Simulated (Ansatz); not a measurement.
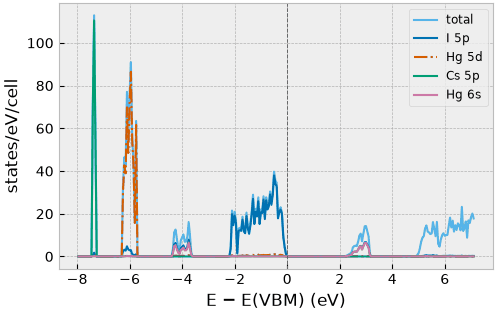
Figure. Total and projected density of states of Cs2Hg3I8 in space group Cm (No. 8; Pearson symbol mS26), r²SCAN in the plane-wave PAW code Ansatz

Problem. Which orbitals carry the states next to the gap?

Solution. Top 1 eV of the valence band: I 5p 95 %. Bottom 1 eV of the conduction band: I 5p 47 %, Hg 6s 45 %. Projections are on Löwdin-orthogonalised atomic valence shells; empty p or d shells of many metals are not among them.

Problem. Where is the tallest occupied peak in this window, and what makes it?

Solution. Near -7.3 eV, about 110 states/eV per cell; the largest projected share is Cs 5p.

The workflow started from a Materials Project entry (that database holds measured and hypothetical structures alike); the Crystallography Open Database files this formula in space group No. 8, but the cells were not matched. Whether it is the stable phase at ambient conditions was not checked. The r²SCAN relaxation kept the symmetry of its start; its stability against distortions is not shown here. Spin–orbit coupling is left out wherever it is not named.

Potentials: the later of the program's two PAW sets.
